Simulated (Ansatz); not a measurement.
The figure comes from a scan of BN (zinc blende): a phonon pattern at Γ is frozen into a 2-atom cell, Q being the largest atomic displacement. Level of theory: PBE (plane waves to 420 eV, PAW, scalar-relativistic; Ansatz, a first-principles code). k mesh 16×16×16 (Γ-centred), Fermi-Dirac smearing 0.05 eV. BN was relaxed with its symmetry unable to fall. 

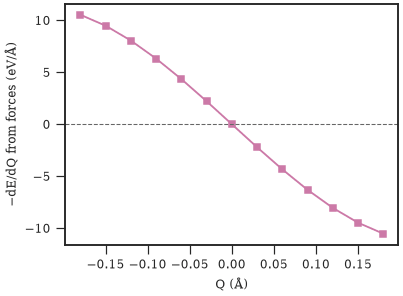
Fig. 1. −dE/dQ from forces (eV/Å) against Q (Å); computed points joined by lines.

List the plotted points as numbers.

To the nearest 0.5:

| Q (Å) | −dE/dQ from forces (eV/Å) |
|---|---|
| -0.180 | 10.5 |
| -0.150 | 9.5 |
| -0.120 | 8.0 |
| -0.090 | 6.5 |
| -0.060 | 4.5 |
| -0.030 | 2.0 |
| 0.000 | 0.0 |
| 0.030 | -2.0 |
| 0.060 | -4.5 |
| 0.090 | -6.5 |
| 0.120 | -8.0 |
| 0.150 | -9.5 |
| 0.180 | -10.5 |

(For displaced atoms, the force is minus the slope of the energy, and its curvature is a force constant, which sets phonon frequencies.)
